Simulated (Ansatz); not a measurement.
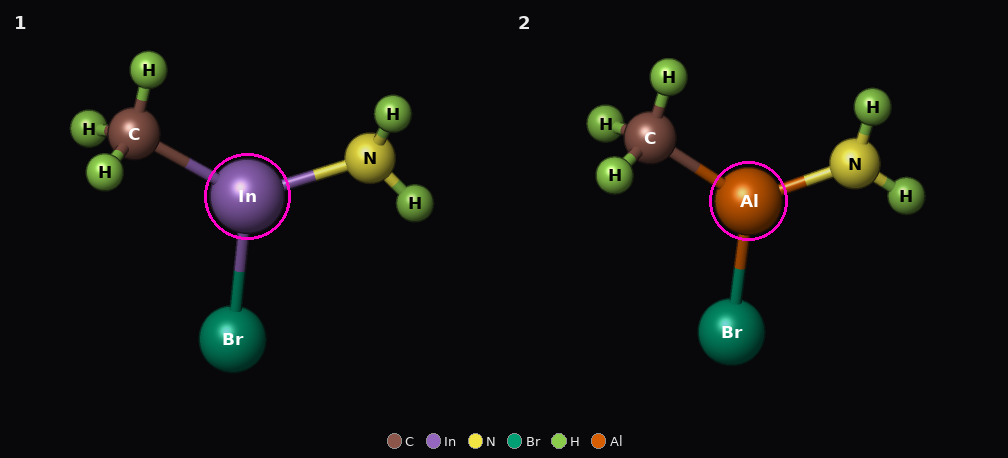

2 molecules with one skeleton, seen from the same side and at one scale; the atom that differs is circled. Each species is neutral and a spin singlet. Computed geometries: PBE0-D4/def2-TZVP optimisations, one conformation each. Properties computed with Ansatz 0.2.0. Elements past Kr carry core potentials.

One atom differs, called X below: In in panel 1, Al in panel 2. Their formulas are CH5BrInN (`[CH3][In]([NH2])[Br]`), CH5AlBrN (`[CH3][Al]([NH2])[Br]`).

**In which is the length of X–C larger (PBE0-D4/def2-TZVP)?**

In panel 1 (X = In).

**In which is the HOMO energy (Kohn–Sham orbital) higher (B3LYP-D4/def2-TZVPP)?**

In panel 1 (X = In).

Give the values. With PBE0-D4/def2-TZVP: length of X–Br (Å), length of X–C (Å), length of X–N (Å), angle C–X–N (°), harmonic zero-point energy (kJ/mol). With B3LYP-D4/def2-TZVPP: dipole moment (D), HOMO energy (Kohn–Sham orbital) (eV), HOMO–LUMO gap (eV).

```csv
quantity,1 (In),2 (Al),2 − 1
length of X–Br (Å),2.493,2.268,−0.225
length of X–C (Å),2.128,1.937,−0.191
length of X–N (Å),2.004,1.760,−0.244
angle C–X–N (°),132.2,123.9,−8.3
dipole moment (D),3.53,2.42,−1.11
HOMO energy (Kohn–Sham orbital) (eV),−7.05,−7.36,−0.31
HOMO–LUMO gap (eV),5.76,6.97,+1.21
harmonic zero-point energy (kJ/mol),161.1,164.7,+3.6
```
